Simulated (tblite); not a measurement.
## Relaxed scan, with input and output: C3H5N3OSi

System: C3H5N3OSi.
Method: GFN2-xTB relaxed scan under a harmonic restraint, gas phase (tblite 0.8.0).

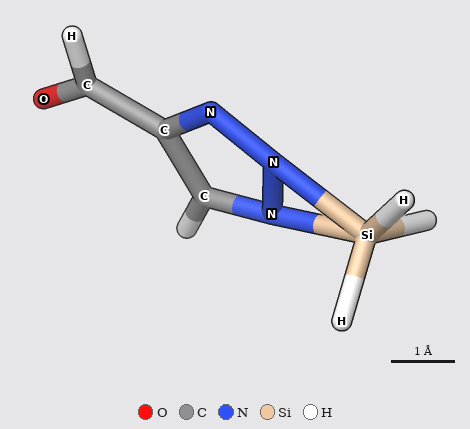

*The input geometry (stick view, seen at a tilt).*

**Input file**
```
{"job": {"xc": "GFN2-xTB", "basis": "xTB", "coordinate": [["d", [6, 5], 1], ["d", [6, 4], -1]], "kind": "drive"}, "charge": 0, "multiplicity": 1}
O     -3.571355     0.477428     0.375120
C     -2.559346     1.107398     0.204875
C     -1.224756     0.536552     0.144695
C     -0.807415    -0.802017     0.268124
N      0.506478    -0.778281     0.140734
N      0.867180     0.490682    -0.047406
Si     2.394359    -0.603373    -0.041306
N     -0.127892     1.293499    -0.051275
H     -2.556747     2.204718     0.077509
H     -1.380981    -1.690043     0.430026
H      2.644934    -1.159094     1.279610
H      3.382899     0.458486    -0.281754
H      2.438578    -1.515806    -1.173873
```

The first line tells a small driver script what to run in tblite; the rest is the geometry in Å.

Command:
```bash
OMP_NUM_THREADS=1 python <driver script> task.json out
```

**What the program printed**
```
point  coordinate     E/eV
  0     -0.176     -639.42797
  1     -0.297     -639.51977
  2     -0.414     -639.61962
  3     -0.528     -639.71872
  4     -0.638     -639.80662
  5     -0.744     -639.87755
  6     -0.848     -639.92528
  7     -0.946     -639.94279
```

**Summary**

| quantity | value |
| --- | --- |
| outcome | converged |
| hardware | 1 CPU thread, shared host |
| wall time | 1.1 s |
| peak memory | 0.19 GiB |
